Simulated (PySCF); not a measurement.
C4H8P2

| atom | x (Å) | y (Å) | z (Å) |
| --- | --- | --- | --- |
| C | 3.3508 | 0.4227 | 0.3539 |
| C | 2.3549 | -0.2250 | 0.5418 |
| P | 0.8970 | -1.1006 | 0.9970 |
| P | -0.4037 | -0.1520 | -0.4866 |
| C | -0.6492 | 1.4494 | 0.4157 |
| C | -1.9748 | -0.9935 | 0.0300 |
| H | 4.2224 | 0.9682 | 0.1369 |
| H | 1.1580 | -2.2075 | 0.1712 |
| H | 0.2745 | 2.0239 | 0.3671 |
| H | -0.9181 | 1.2843 | 1.4586 |
| H | -1.4375 | 2.0146 | -0.0789 |
| H | -1.9344 | -2.0411 | -0.2639 |
| H | -2.8068 | -0.5216 | -0.4899 |
| H | -2.1337 | -0.9224 | 1.1049 |

Geometry: GFN2-xTB.

Level of theory: PBE0/pcSseg-1, SCF density, gas phase, non-relativistic in PySCF 2.14.0.

### What can the converged electron density and electron localisation function tell about the bonding?

C–C (1.20 Å): the density is about 2.7 e/Å³ at the midpoint; the ELF peaks at about 0.85 between the atoms: a short, multiple covalent bond.
C–P (1.76 Å): ρ at the midpoint is about 1.2 e/Å³; the ELF peaks at about 0.95 between the atoms (localised, covalent bonding).
P–P (2.19 Å): ρ is about 0.85 e/Å³ halfway; the ELF peaks at about 0.95 between the atoms, as expected for a covalent bond.
C–H (1.05 Å): the density is about 2.1 e/Å³ at the midpoint; the ELF climbs to about 1 towards the hydrogen, as it does in any bond to H: an ordinary covalent bond to hydrogen.

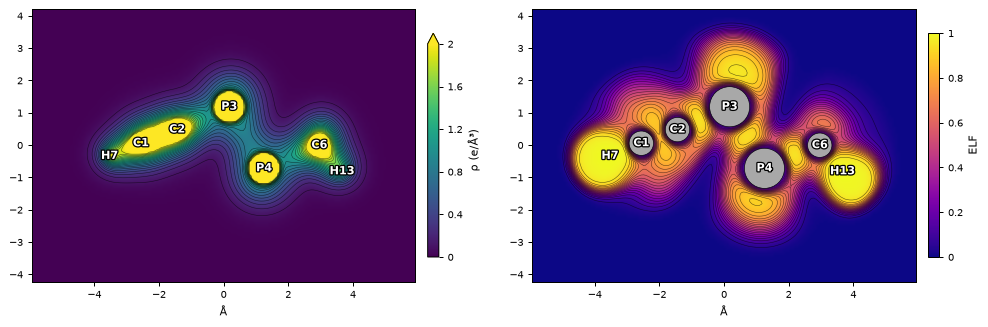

Computed electron density and electron localisation function on the plane of atoms C2, P3 and P4, in this order. Grey discs cover the atomic cores in the ELF map. 
